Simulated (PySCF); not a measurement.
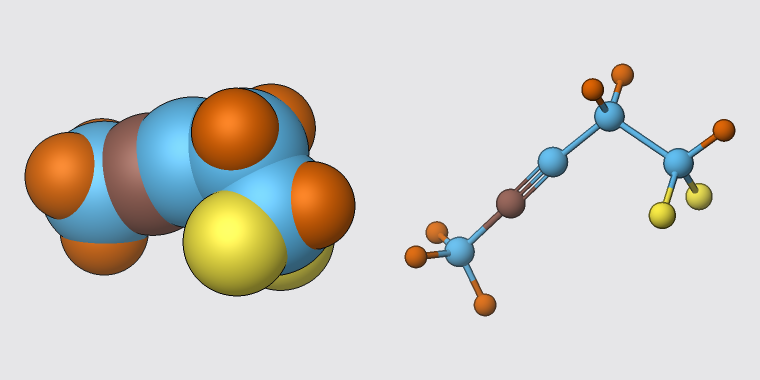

The same structure drawn twice, from different directions. Colours: carbon blue, nitrogen brown, fluorine yellow, hydrogen orange.

The species has charge +1 and is a spin singlet. The computed structure is the end point of a GFN2-xTB optimisation. No frequency run is at hand to confirm it as a minimum.

Which formula does it have?

C₄H₆F₂N⁺, 13 atoms: 4 carbon, 6 hydrogen, 2 fluorine and 1 nitrogen.

Describe its rings.

It has no ring.

Count the bonded pairs by element.

6 C–H, 2 C–N, 2 C–C, 2 C–F.

The parts below concern this one geometry. Atoms keep their numbers from picture to picture.

**Geometry**

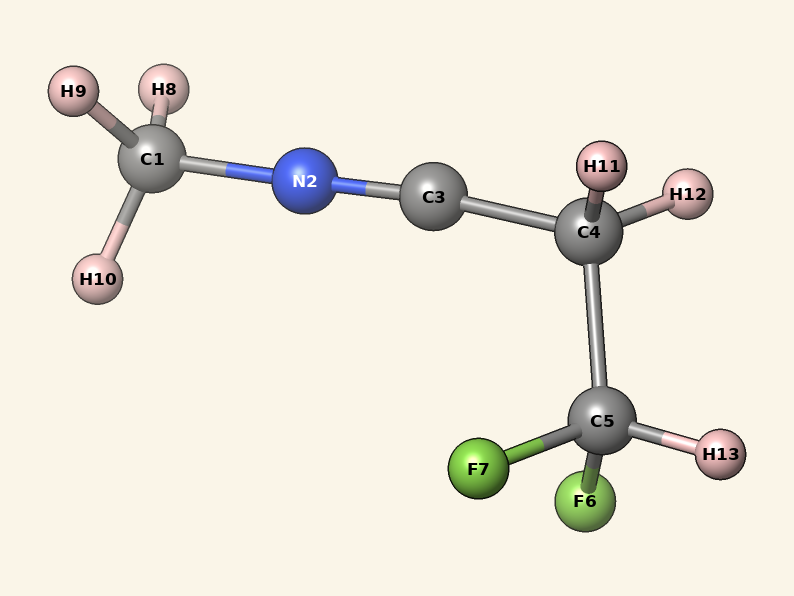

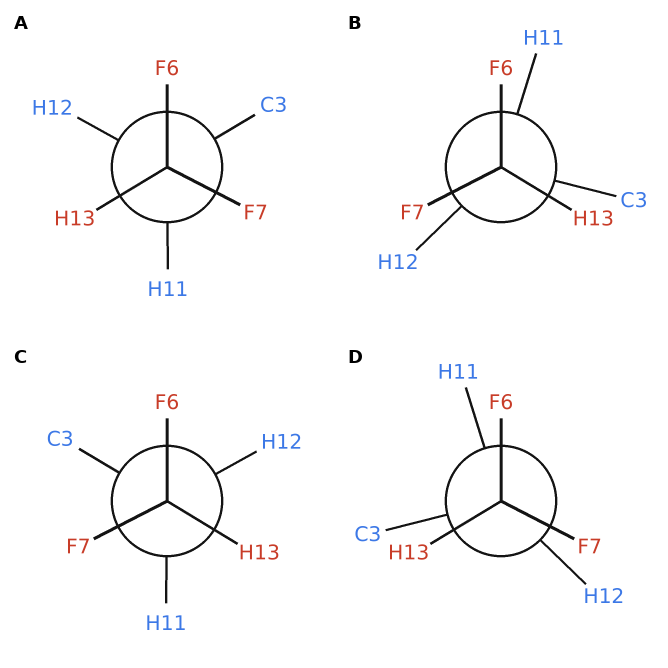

Distant atoms are faded towards the background colour. Bonds that would overlap in a projection are set slightly apart. No frequency run is at hand to confirm it as a minimum.

Which Newman projection shows the view along C5–C4, with C5 in front?

A. The torsion angle F6–C5–C4–C3 is 59°, synclinal (gauche).

**Bond orders**

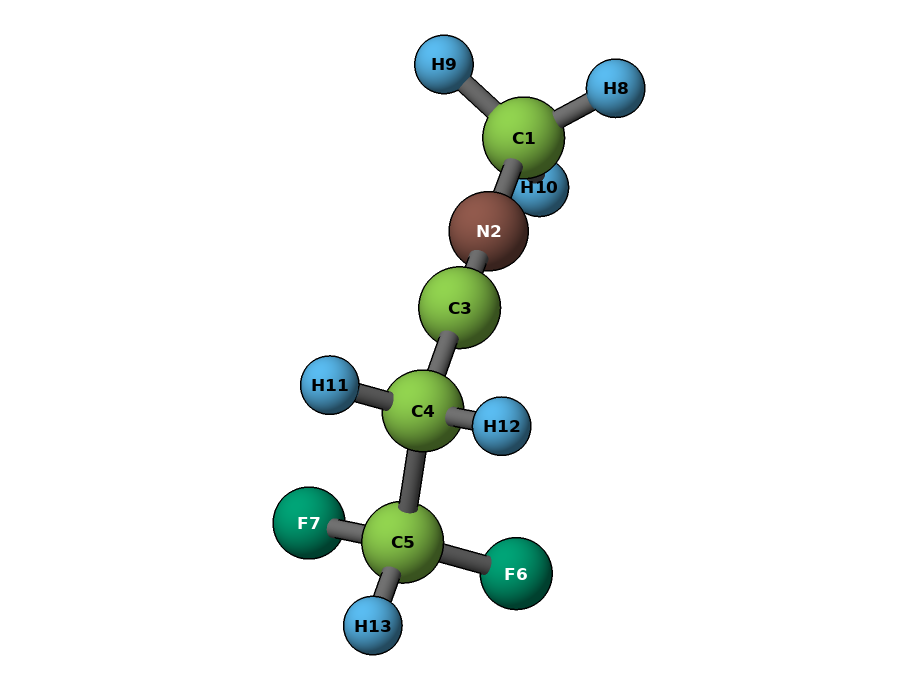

Every bond is drawn as one stick. No frequency run is at hand to confirm it as a minimum. Method: PBE0/pcSseg-1 (PySCF 2.14.0).

Which bond has the highest Mayer bond order?

N2–C3, 2.49, at a length of 1.149 Å.

List the Mayer bond orders of C1–N2, C1–H8, C1–H9, C1–H10, N2–C3, C3–C4, C4–C5, C4–H11, C4–H12, C5–F6, C5–F7, C5–H13. Atoms whose distances differ by more than 0.02 Å in this geometry are listed apart.

```
  bond  Mayer order  length (Å)
 C1–N2         0.93       1.370
 C1–H8         0.92       1.093
 C1–H9         0.92       1.093
C1–H10         0.92       1.093
 N2–C3         2.49       1.149
 C3–C4         1.05       1.415
 C4–C5         0.95       1.557
C4–H11         0.89       1.096
C4–H12         0.89       1.096
 C5–F6         0.99       1.341
 C5–F7         0.99       1.342
C5–H13         0.95       1.100
```

**Electronic properties**

No frequency run is at hand to confirm it as a minimum. Level of theory: PBE0/def2-SVPD, gas phase (PySCF 2.14.0). Excitations: vertical, linear response.

Predict the main results.

- HOMO energy (Kohn–Sham orbital): −14.66 eV
- LUMO energy (Kohn–Sham orbital): −6.37 eV
- HOMO–LUMO gap: 8.28 eV
- mean static polarisability: 53.8 bohr³
- lowest vertical singlet excitation: 6.99 eV
- its oscillator strength: 0.000
- brightest of the 6 lowest singlets: 7.06 eV
- its oscillator strength: 0.10

**Charges**

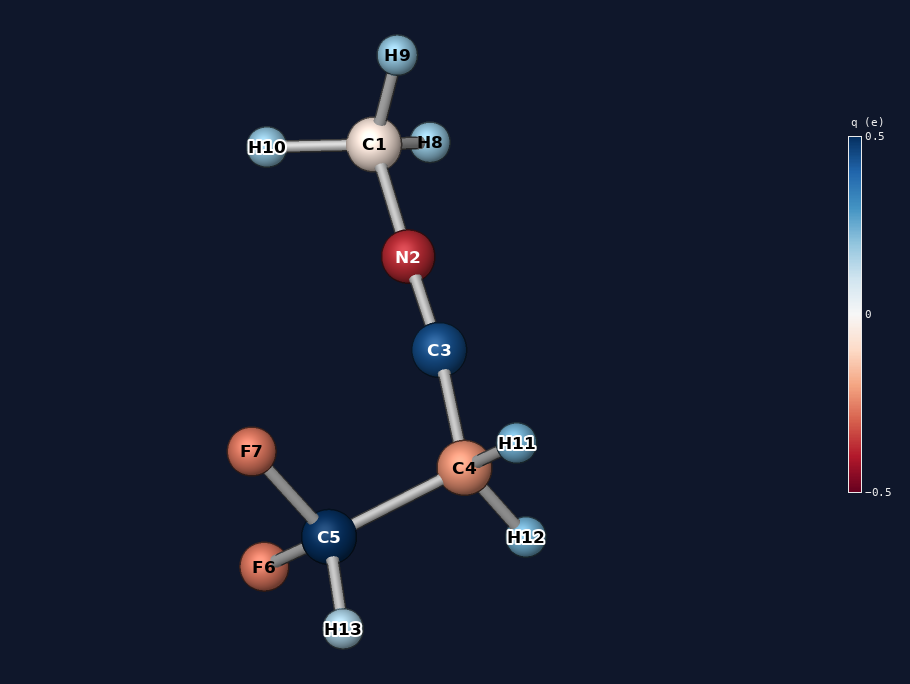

Atoms are coloured by their Mulliken charges. No frequency run is at hand to confirm it as a minimum. Properties computed with PBE0/pcSseg-1, gas phase (PySCF 2.14.0).

List the Mulliken charges.

```csv
atom,value (e)
C1,−0.06
N2,−0.37
C3,0.45
C4,−0.22
C5,0.50
F6,−0.26
F7,−0.27
H8,0.20
H9,0.20
H10,0.20
H11,0.24
H12,0.24
H13,0.16
```

Mulliken values depend strongly on the basis set and can even reverse the polarity of a bond.
